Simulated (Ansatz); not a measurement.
# TiSeS monolayer, Janus: from the cell to its phonons

Wanted: vibrations and spectra of TiSeS monolayer, Janus; the cell is already relaxed. After the zone centre comes a 6×6×1 q mesh on a 18×18×1 k mesh.

Program: Ansatz 0.2.0. Level of theory: DFT PBEsol, scalar-relativistic, plane waves, PAW. Results are calculated unless marked as measured.

**1. Starting point**

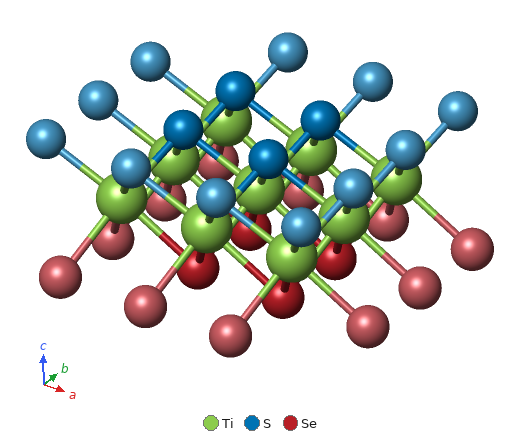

The cell as given, slightly off an axis (titanium green, sulfur blue, selenium red). 2×2×1 cells are drawn. Some periodic images of atoms are drawn too.

The cell holds 3 atoms: 1 Ti, 1 S and 1 Se. Cell: a = 3.410 Å, b = 3.410 Å, c = 30.000 Å, α = 90.0°, β = 90.0°, γ = 120.0°. Vacuum lies along c.

**2. Linear response at the zone centre**

The cell comes from relaxations at this level that are not shown. The zone centre comes first: it holds the modes that light can see, as far as symmetry allows. No field response is asked, since the mesh shows no gap.

Input file input.yaml:

```yaml
crystal:
  lattice:
    - [3.4100483429, 0.0, 0.0]
    - [-1.7050241714, 2.9531884931, 0.0]
    - [0.0, 0.0, 30.0]
  atoms:
    - { symbol: Ti, position: [0.0, 0.0, 0.3353172443] }
    - { symbol: S, position: [0.3333333333, 0.6666666667, 0.3801414236] }
    - { symbol: Se, position: [0.6666666667, 0.3333333333, 0.2812079988] }
  periodic: [true, true, false]
kpoints:
  mp_grid: { grid: [18, 18, 1] }
hamiltonian:
  xc: pbesol
scf:
  occupations: { method: methfessel_paxton, width: 0.15 }
output:
  eigenvalues: true
phonons:
  method: dfpt
```

Launch:

```
$ ansatz run input.yaml --threads 8 --pin off --max-ram 14336MiB --backend cpu --events-out ev --progress --plain --runs-dir out
```

Numbers of over 12 decimals in the logs are rounded to 6 here.

What it wrote:

```text
Engine: ansatz 0.2.0, aarch64-unknown-linux-gnu
Pseudopotentials: kind: paw
Pseudopotential: Ti, paw, valence charge 12, recommended cutoff 420 eV (normal), Ti.paw.azcp
Pseudopotential: S, paw, valence charge 6, recommended cutoff 420 eV (normal), S.paw.azcp
Pseudopotential: Se, paw, valence charge 16, recommended cutoff 420 eV (normal), Se.paw.azcp
Functional definition: PBEsol
  exchange = pbesol_x
  correlation = pbesol_c
Crystal: 3 atoms, lattice volume = 302.115 Å³
Basis set: ecut = 420 eV, 5909 PW (Γ), exchange–correlation on 48×48×432 points (8 copies of the dense FFT grid, shifted against one another)
Bands: 21, of which v1, the nominal top of the filled ones, is band 17 counted from 1 (16 counted from 0)
Symmetry: 6 space group operations
k-points: 91 of 324 (irreducible under 2 space group operations, time reversal used)
Non-local potential: Ti, projectors of the file, l = 0: 3, l = 1: 2, l = 2: 3, l = 3: 1
Non-local potential: S, projectors of the file, l = 0: 2, l = 1: 2, l = 2: 2
Non-local potential: Se, projectors of the file, l = 0: 2, l = 1: 2, l = 2: 3, l = 3: 1
PAW form: soft (Blöchl's): semilocal exchange-correlation on the pseudo side does not see the compensation charge
PAW frozen core: Ti, regenerated for the run's functional, and the local potential with it (the file was generated under x = pbe(κ = 0.804, μ = 0.219515), c = pbe(β = 0.066725))
PAW frozen core: S, regenerated for the run's functional, and the local potential with it (the file was generated under x = pbe(κ = 0.804, μ = 0.219515), c = pbe(β = 0.066725))
PAW frozen core: Se, regenerated for the run's functional, and the local potential with it (the file was generated under x = pbe(κ = 0.804, μ = 0.219515), c = pbe(β = 0.066725))
PAW one-centre angular grid: Ti, 590 points (default); XC on 64 Gauss nodes
PAW one-centre angular grid: S, 110 points (default); XC on 64 Gauss nodes
PAW one-centre angular grid: Se, 590 points (default); XC on 64 Gauss nodes
Initial density: superposition of atomic densities (neutral atoms: chi_scale 0, normalization atom), corrected by the library's trained network
Initial wavefunctions: pseudopotential atomic-orbital guess
Functional: x = pbesol(κ = 0.804, μ = 0.123457), c = pbesol(β = 0.046)
SCF iter   1: F=—  HF=-8786.712319 eV  |F-HF|=—  |Δ(HF+E_count)|=         —  Δρ=3.06e-3  dr2=2.25e-1  ethr=1.77e-3  ⟨swp⟩=10.2  Hψ=12479  notcnv=0
preconditioner: auto → LDOS  [metal: Δε(μ)=0.051 eV  Ē_g=7.016 eV  σ=0.150 eV  W_gap=0.28  n_scr=18 (ndim 8)  ℏωp=8.5 eV  f_vac=0.774  D(μ)=0.87/eV (n_scr^D=6)  β→1.0]
SCF iter   2: F=—  HF=-8786.723048 eV  |F-HF|=—  |Δ(HF+E_count)|=   1.07e-2  S|Δr|=    0.00e0  Δρ=3.71e-3  dr2=3.92e-1  ethr=6.63e-4  ⟨swp⟩=2.4  Hψ=3576  notcnv=0
SCF iter   3: F=—  HF=-8786.692343 eV  |F-HF|=—  |Δ(HF+E_count)|=   3.07e-2  S|Δr|=    0.00e0  Δρ=7.02e-4  dr2=3.74e-3  ethr=6.63e-4  ⟨swp⟩=2.4  Hψ=2673  notcnv=0
SCF iter   4: F=—  HF=-8786.691755 eV  |F-HF|=—  |Δ(HF+E_count)|=   5.88e-4  S|Δr|=    0.00e0  Δρ=1.78e-4  dr2=8.85e-5  ethr=1.10e-5  ⟨swp⟩=3.0  Hψ=3442  notcnv=0
SCF iter   5: F=—  HF=-8786.691861 eV  |F-HF|=—  |Δ(HF+E_count)|=   1.06e-4  S|Δr|=    0.00e0  Δρ=4.03e-5  dr2=5.77e-6  ethr=2.60e-7  ⟨swp⟩=3.1  Hψ=4071  notcnv=0
SCF iter   6: F=—  HF=-8786.691863 eV  |F-HF|=—  |Δ(HF+E_count)|=   2.37e-6  S|Δr|=    0.00e0  Δρ=1.33e-5  dr2=6.52e-7  ethr=1.70e-8  ⟨swp⟩=3.0  Hψ=4251  notcnv=0
SCF iter   7: F=—  HF=-8786.691865 eV  |F-HF|=—  |Δ(HF+E_count)|=   1.73e-6  S|Δr|=    0.00e0  Δρ=3.84e-6  dr2=5.36e-8  ethr=1.92e-9  ⟨swp⟩=3.2  Hψ=3647  notcnv=0
SCF iter   8: F=—  HF=-8786.691865 eV  |F-HF|=—  |Δ(HF+E_count)|=   1.94e-7  S|Δr|=    0.00e0  Δρ=1.26e-6  dr2=5.46e-9  ethr=1.58e-10  ⟨swp⟩=3.2  Hψ=3582  notcnv=0
SCF iter   9: F=—  HF=-8786.691865 eV  |F-HF|=—  |Δ(HF+E_count)|=   4.31e-8  S|Δr|=    0.00e0  Δρ=3.43e-7  dr2=2.50e-10  ethr=1.61e-11  ⟨swp⟩=3.2  Hψ=3491  notcnv=0
SCF iter  10: F=—  HF=-8786.691865 eV  |F-HF|=—  |Δ(HF+E_count)|=   1.03e-8  S|Δr|=    0.00e0  Δρ=8.79e-8  dr2=2.26e-11  ethr=1.00e-12  ⟨swp⟩=3.2  Hψ=3681  notcnv=0
SCF iter  11: F=-8786.691865 eV  HF=-8786.691865 eV  |F-HF|=2.55e-10  |Δ(HF+E_count)|=  9.46e-10  S|Δr|=    0.00e0  Δρ=2.52e-8  dr2=4.09e-12  ethr=1.00e-12  ⟨swp⟩=11.7  Hψ=12844  notcnv=0
SCF 1 converged in 11 iterations: F = -8786.691865 eV  dr2 = 4.09e-12
  greatest PAW one-centre occupation: 1.000 electrons in one spin orbital (limit 2), on the Se atom at site 2 (counted from 0), in its partial waves of l = 2
DFPT response loops at Γ: preconditioner auto → none (partly filled bands, converged f_vac=0.775); β = 0.50; Broyden in place of MSR1
SCF converged after 11 iterations
Stability not checked: this state was not tested for a lower state beside it, because cold or Methfessel-Paxton smearing, or corrected tetrahedra, fill the levels in a way that the test cannot read (fill_not_monotonic; see scf.lower_state_search)
Free energy (F): -8786.691865 eV
Harris-Foulkes:  -8786.691865 eV  (|F-HF|=2.55e-10)
Internal energy: -8786.692102 eV  (E = F + TS)
E sigma→0 (E₀):  -8786.691924 eV
Entropy (-TS):   0.000237 eV (0.079 meV/atom)
Fermi energy:    -5.422875 eV
--- Per-component energies (eV) ---
  E_band       = -1058.697642
  E_kinetic    = 498.162931
  E_local      = -66618.087604  (includes V_loc(G=0)·N_el)
  E_nonlocal   = -556.538309
  E_hartree    = 32940.875386
  E_xc         = -297.155225
  E_vxc        = -308.213739  (∫ρ·V_xc dr)
  E_paw        = -3473.364499  (= ΣΔE_a)
  E_vpaw       = 44.228714  (= ΣTr[D̂ρ^β])
  E_aug_tail   = -0.000461  (compensation charges beyond the density's cutoff)
  E_ewald      = 28718.205895
  E_core_change = 1.209784  (= ΣΔE_core)
  E_smearing   = 0.000237  (= −TS)
  E_closure    = -0.000000  (closes the sum)
  Σ components = -8786.691865   (vs F -8786.691865, Δ=0.00e0)
--- Band table (eV; the first three rows and the last of 91) ---
  k-point 0: bands = [... 13 lower, -8.1139, -7.1070, -4.9833, -4.9833, -4.9376, -4.9376, -4.4491, -1.7011]
  k-point 1: bands = [... 13 lower, -8.1040, -6.9846, -5.4894, -5.3347, -4.7877, -4.5976, -4.2976, -1.8922]
  k-point 2: bands = [... 13 lower, -8.0783, -6.7852, -6.2102, -5.6884, -4.8147, -4.2818, -4.0836, -2.2697]
  k-point 90: bands = [... 13 lower, -8.6901, -8.3501, -7.9750, -7.3713, -4.5061, -4.0062, -3.6967, -2.6615]
--- Phonons (Γ-DFPT): 6 representative perturbations + reference, on 91 of 324 k-points (Σ response iterations 32) ---
  k mesh reduced under 2 symmetry operations, with k and −k counted as one. Each operation leaves every solved perturbation unchanged. A smaller set is not used because it would not reduce the number of displacements times k-points to solve
  ASR residual: 3.308e-5 → 0.000e0 eV/Å²; symmetrization residual: 5.480e-6 eV/Å²
  ASR residual per site (eV/Å²): 3.31e-5 1.38e-5 1.83e-5
  Γ frequencies (cm⁻¹): 0.00 0.00 0.00 121.69 121.69 227.90 227.90 245.52 370.77
  non-analytic LO–TO correction: not included (Born effective charges unavailable; polar crystals: no LO–TO splitting at Γ)
```

Elapsed: 74 s, on 8 threads of Arm Neoverse V1, shared host; peak memory 2.4 GiB; 9.1 min of CPU time.

In the SCF lines HF is the Harris–Foulkes energy and dr2 the Hartree energy of the density residual, in eV; the loop may stop once dr2 is under the threshold and the program's other checks hold. Hψ counts applications of the Hamiltonian.

This step gave:

```
gap on the k-mesh                                       : 0 eV
sum-rule residual before enforcement                    : 3.31e-5 eV/Å²
point group                                             : 3m
area per atom                                           : 3.357 Å²
highest optical mode at the zone centre (no LO-TO term) : 370.8 cm⁻¹
lowest optical zone-centre mode                         : 121.7 cm⁻¹
```

Patterns of degenerate modes are one choice out of their space. The modes at Γ (shares of kinetic energy by element, %):

```tsv
mode	frequency (cm⁻¹)	symmetry	Ti %	S %	Se %
1	0.0	acoustic	30	20	50
2	0.0	acoustic	30	20	50
3	0.0	acoustic	30	20	50
4	121.7	E	52	3	45
5	121.7	E	52	3	45
6	227.9	E	18	77	5
7	227.9	E	18	77	5
8	245.5	A1	15	38	48
9	370.8	A1	55	42	3
```

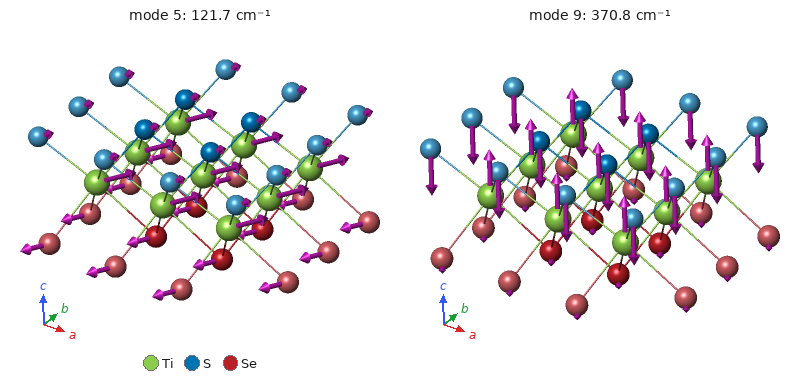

Displacement patterns of modes 5 and 9 at Γ; arrows are exaggerated. 2×2×1 cells are drawn. Some periodic images of atoms are drawn too.

Before it was imposed, the acoustic sum rule was missed by 3.3e-5 eV/Å². Small misses are needed for a sound result but don't prove that mesh and cutoff are converged. The lowest optical mode is real, 122 cm⁻¹.

**3. Phonons on a q mesh**

Stability and thermal properties need the whole zone. Linear response on a 6×6×1 q mesh gives force constants as far as a supercell of that size would.

input.yaml, as its differences from that of step 2:

```diff
@@ -20 +20,10 @@
   method: dfpt
+  qmesh: [6, 6, 1]
+  temperatures: { t_max: 1000, t_step: 50 }
+  qpath:
+    path:
+      - [0.0, 0.0, 0.0]
+      - [0.5, 0.0, 0.0]
+      - [0.33333333, 0.33333333, 0.0]
+      - [0.0, 0.0, 0.0]
+    npoints: 10
```

What it wrote:

```text
[...]
Crystal: 3 atoms, lattice volume = 302.115 Å³
Basis set: ecut = 420 eV, 5909 PW (Γ), exchange–correlation on 48×48×432 points (8 copies of the dense FFT grid, shifted against one another)
Bands: 21, of which v1, the nominal top of the filled ones, is band 17 counted from 1 (16 counted from 0)
Symmetry: 6 space group operations
k-points: 37 of 324 (time reversal used)
[...]
SCF iter   1: F=—  HF=-8786.712240 eV  |F-HF|=—  |Δ(HF+E_count)|=         —  Δρ=3.06e-3  dr2=2.26e-1  ethr=1.77e-3  ⟨swp⟩=10.1  Hψ=5051  notcnv=0
[...]
SCF iter  11: F=-8786.691865 eV  HF=-8786.691865 eV  |F-HF|=1.53e-10  |Δ(HF+E_count)|=  9.88e-10  S|Δr|=    0.00e0  Δρ=2.49e-8  dr2=4.70e-12  ethr=1.00e-12  ⟨swp⟩=11.8  Hψ=5189  notcnv=0
SCF 1 converged in 11 iterations: F = -8786.691865 eV  dr2 = 4.70e-12
[...]
phonons: the bands overlap, so this run is a metal and interpolates without the dipole-dipole term. If the crystal is really an insulator or semiconductor, its LO-TO splitting is missing
NSCF: frozen V_eff on 37 k-points
WARN: eigensolver did not converge in 37 slots of this pass, the one above among them; of largest residual over every band (k=19): 1 band(s) unlocked (lowest unlocked band 20, counted from 0; max residual 1.61e-2 eV among the unlocked bands, 1.61e-2 eV over every band); of lowest unlocked band (k=0): band 20
[...]
DFPT response loops at q = (0, 0, 0) (fractional): preconditioner auto → none (partly filled bands, converged f_vac=0.775); β = 0.50; Broyden in place of MSR1
[...]
SCF converged after 11 iterations
[...]
Free energy (F): -8786.691865 eV
[...]
Internal energy: -8786.692102 eV  (E = F + TS)
E sigma→0 (E₀):  -8786.691924 eV
Entropy (-TS):   0.000237 eV (0.079 meV/atom)
Fermi energy:    -5.422875 eV
[...]
--- Band table (eV; the first three rows and the last of 37) ---
  k-point 0: bands = [... 13 lower, -8.1139, -7.1070, -4.9833, -4.9833, -4.9376, -4.9376, -4.4491, -1.7011]
  k-point 1: bands = [... 13 lower, -8.1040, -6.9846, -5.4894, -5.3347, -4.7877, -4.5976, -4.2976, -1.8922]
  k-point 2: bands = [... 13 lower, -8.0783, -6.7852, -6.2102, -5.6884, -4.8147, -4.2818, -4.0836, -2.2697]
  k-point 36: bands = [... 13 lower, -9.6069, -8.3084, -7.9614, -7.8250, -4.2370, -3.9445, -3.8454, -2.3742]
--- Phonons (Γ-DFPT): 6 representative perturbations + reference (Σ response iterations 35) ---
  ASR residual: 3.988e-5 → 0.000e0 eV/Å²; symmetrization residual: 1.062e-5 eV/Å²
  ASR residual per site (eV/Å²): 3.99e-5 1.35e-5 8.45e-6
  Γ frequencies (cm⁻¹): 0.00 0.00 0.00 121.69 121.69 227.90 227.90 245.52 370.77
--- Phonons (arbitrary-q DFPT): 7 irreducible q on the 6×6×1 mesh ---
  q = [0.0000, 0.0000, 0.0000] (star 1, of the zone-centre solve; hermiticity 1.42e-6, symmetrization 6.26e-11): -0.00 -0.00 0.00 121.69 121.69 227.90 227.90 245.52 370.77
  q = [0.0000, 0.1667, 0.0000] (star 6, 9 solved perturbations on 171 of 324 k-point pairs; hermiticity 1.07e-6, symmetrization 2.02e-9): 24.99 59.28 93.51 134.50 173.78 238.70 239.37 285.19 359.24
[...]
q = [0.1667, 0.1667, 0.0000] (star 6, 6 solved perturbations in 1485 linear systems a pass and spin channel, the states on 324 of 324 k-point pairs; hermiticity 9.09e-7, symmetrization 2.17e-9): 60.31 96.10 140.60 160.78 206.48 229.94 258.64 313.00 347.91
[...]
sum rule: each row above includes the acoustic sum rule's correction from the zone centre's row sums; it moved no ω² by more than (0.48 cm⁻¹)²
  mesh force constants: q→R imaginary residual 2.93e-18; ASR residual 3.988e-5 → 0.000e0 eV/Å²; symmetrization residual 7.105e-15 eV/Å²
  interpolated dispersion: 31 rows × 9 modes
  density of states and harmonic sums: on the 24×24×1 q-mesh, interpolated from the force constants of a 6×6×1 supercell (no non-analytic term)
  largest difference from the sums on the solved wave vectors: F 3.80e-2 eV, S 4.79e-5 and C_V 1.02e-5 eV/K
  zero-point energy: 0.111413 eV/cell   skipped modes (ω ≤ 0): 7, of them read as no rigid motion or as one in doubt: 4 (4.688e-2 modes/cell left out, lowest -82.56 cm⁻¹)   left out of the sums: 5.79e-3 of the cell's modes: C_V's classical limit lies that fraction below 3 k_B per atom; for a crystal, a wire or a layer, F and S can be off by more, and a phonons.interpolated_qmesh denser along its periods is the remedy for the sampling
```

Elapsed: 20 min, on 8 threads; peak memory 4.6 GiB; 2.6 h of CPU time.

This step gave:

```
sum-rule residual before enforcement                    : 3.99e-5 eV/Å²
lowest frequency on the path                            : -82.56 cm⁻¹
highest frequency on the path or at a solved wavevector : 370.8 cm⁻¹
lowest mode on the q mesh (acoustic modes at Γ apart)   : -82.56 cm⁻¹
```

Frequencies (cm⁻¹) solved at each irreducible wavevector; negative means imaginary. Frequencies by wavevector, by row:

```tsv
q in reciprocal lattice units	star	mode 1	mode 2	mode 3	mode 4	mode 5	mode 6	mode 7	mode 8	mode 9
0 0 0	1	0	0	0	121.7	121.7	227.9	227.9	245.5	370.8
0 0.1667 0	6	25	59.3	93.5	134.5	173.8	238.7	239.4	285.2	359.2
0 0.3333 0	6	75.4	91.4	116.4	152.2	209.3	230.8	233.4	301.8	352.6
0 -0.5 0	3	-82.6	101.8	129.7	163.7	204.5	222.6	229	306.6	354.9
0.1667 0.1667 0	6	60.3	96.1	140.6	160.8	206.5	229.9	258.6	313	347.9
0.1667 0.3333 0	12	93	131.1	159.9	181.6	207.9	227.2	274.9	303.9	347.1
0.3333 0.3333 0	2	97.4	147.8	161	204.4	207.5	224.2	300.1	303	334.5
```

Interpolated from a 6×6×1 q mesh. Phonon branches along the path, in cm⁻¹:

```tsv
point	branch 1	branch 2	branch 3	branch 4	branch 5	branch 6	branch 7	branch 8	branch 9
Γ	0	0	0	122	122	228	228	246	371
M	-83	102	130	164	204	223	229	307	355
K	97	148	161	204	208	224	300	303	334
Γ	0	0	0	122	122	228	228	246	371
```

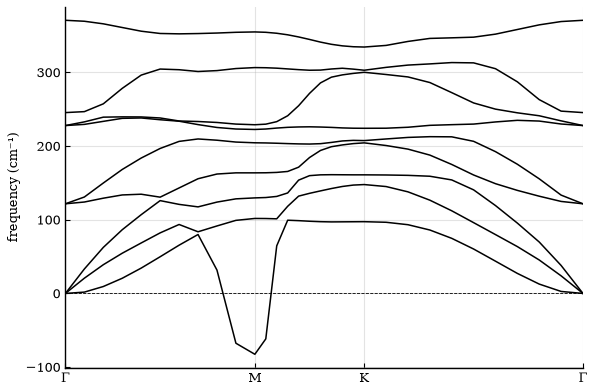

Phonon branches along the path.

The phonon density of states has structure finer than the step of the table below, so its rows give means over 25 cm⁻¹, whole bins alone (the curve runs from -82.5 to 372 cm⁻¹). Peaks (cm⁻¹: height): 97.5: 0.0549, 132.5: 0.0465, 162.5: 0.0708, 207.5: 0.0800, 227.5: 0.114, 302.5: 0.0846, 352.5: 0.0874.

Tetrahedra on a 24×24×1 mesh, mean over bins of 5 cm-1. Interpolated from a 6×6×1 q mesh. The phonon density of states by wavenumber; means over each step:

```tsv
wavenumber (cm⁻¹)	phonon density of states (1/cm⁻¹/cell)
-50	5.8e-4
-25	5.0e-4
0	0.00256
25	0.00667
50	0.0110
75	0.0194
100	0.0301
125	0.0321
150	0.0370
175	0.0198
200	0.0361
225	0.0489
250	0.0240
275	0.0102
300	0.0389
325	0.00329
350	0.0359
```

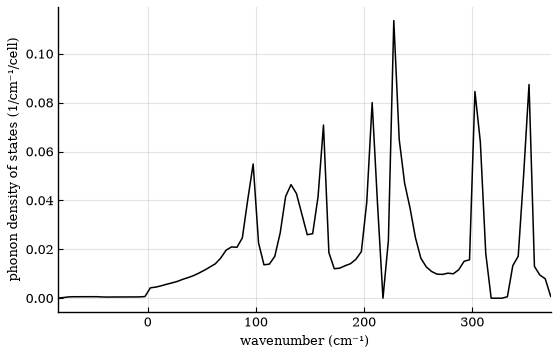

Phonon density of states, plotted against wavenumber.

(Part 1 of 2 ends here.)

[Logs are printed without paths, hosts, clocks, repeated set-up lines and the standing remarks that a program may print on its own settings, such as how far it seeks lower states.]

[Hosts, paths, dates, database ids (printed as entryN), source tags and the programs' standing remarks are cut or masked in the printed files.]
